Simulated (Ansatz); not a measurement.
# Cl at a quarter monolayer on different metals

How does the change of the work function by Cl depend on the metal face under it?

How it was computed: Ansatz 0.2.0, plane waves with PAW datasets (its set soft_2), PBE; unreconstructed slabs of 4 or 5 layers at the tabulated experimental lattice constant with the lower two held, one adsorbate in a 2×2 cell relaxed from the site named, 6×6 k-points (12×12 for the clean 1×1 cell), 18 Å of vacuum, dipole correction. The dipole per adsorbate is the change of the cell's dipole; electronegativities are Pauling's.

What came out:

| system | starting site | electronegativity, adsorbate less metal | clean (eV) | covered (eV) | change (eV) | dipole per adsorbate (D) |
| --- | --- | --- | --- | --- | --- | --- |
| Cl/Ir(111) | fcc | +0.96 | 5.49 | 4.98 | −0.51 | +0.36 |
| Cl/Pt(100) | hollow | +0.88 | 5.66 | 5.22 | −0.43 | +0.36 |
| Cl/W(110) | hollow | +0.80 | 4.84 | 4.46 | −0.39 | +0.29 |
| Cl/Pt(111) | fcc | +0.88 | 5.70 | 5.40 | −0.31 | +0.24 |
| Cl/Ru(0001) | fcc | +0.96 | 5.05 | 4.81 | −0.23 | +0.11 |
| Cl/Hf(0001) | fcc | +1.86 | 4.33 | 4.11 | −0.22 | +0.21 |
| Cl/Ti(0001) | fcc | +1.62 | 4.37 | 4.15 | −0.22 | +0.17 |
| Cl/Nb(110) | hollow | +1.56 | 4.49 | 4.28 | −0.21 | +0.17 |
| Cl/Ni(100) | hollow | +1.25 | 4.88 | 4.70 | −0.18 | +0.13 |
| Cl/Rh(111) | fcc | +0.88 | 5.17 | 5.02 | −0.15 | +0.09 |
| Cl/Mo(110) | hollow | +1.00 | 4.60 | 4.45 | −0.15 | +0.08 |
| Cl/Zr(0001) | fcc | +1.83 | 4.17 | 4.05 | −0.12 | +0.11 |
| Cl/Ni(111) | fcc | +1.25 | 5.07 | 4.97 | −0.10 | +0.05 |
| Cl/W(100) | hollow | +0.80 | 4.14 | 4.18 | +0.04 | −0.06 |
| Cl/Pd(111) | fcc | +0.96 | 5.27 | 5.46 | +0.19 | −0.15 |
| Cl/Mg(0001) | fcc | +1.85 | 3.79 | 4.10 | +0.31 | −0.34 |
| Cl/Cu(100) | hollow | +1.26 | 4.57 | 4.93 | +0.36 | −0.28 |
| Cl/Mo(100) | hollow | +1.00 | 3.83 | 4.20 | +0.37 | −0.37 |

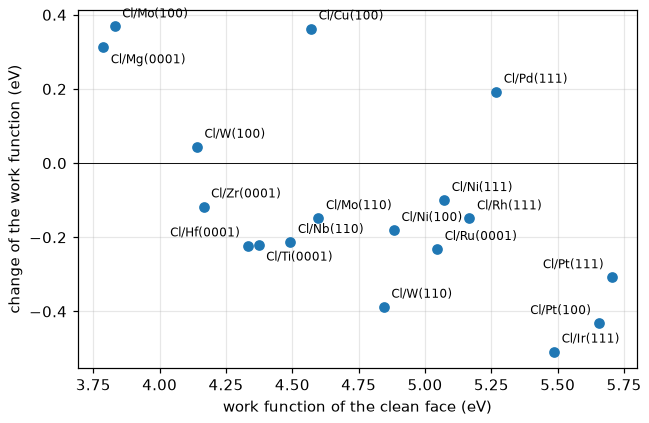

Change of the work function at 0.25 ML.

What this shows: The change runs from −0.51 eV (Cl/Ir(111)) to +0.37 eV (Cl/Mo(100)); falls of over 0.15 eV: 9, rises: 4, in between: 5. The covered faces span 4.05 to 5.46 eV and the clean ones 3.79 to 5.70 eV; covered follows clean with a slope of 0.73, where 0 would mean that the adsorbate alone sets the work function and 1 a step that doesn't depend on the clean value; the points scatter about that line by 0.20 eV. A positive dipole has its positive end outwards. Worked for Cl/Ir(111): +0.36 D is +0.075 e·Å, one in 25.5 Å², and the Helmholtz step −180.95 V·Å × p/A is −0.54 eV against a change of −0.51 eV; what is left is a shift on the thin slab's other side.

Caveats: A quarter monolayer means unlike densities on unlike faces. One starting site was run; real layers may sit elsewhere, sink into the surface or rebuild it. Changes under about 0.15 eV are within the error of slabs this thin. Only Ni was run with spin. The table is a selection: not every member that was run is listed.
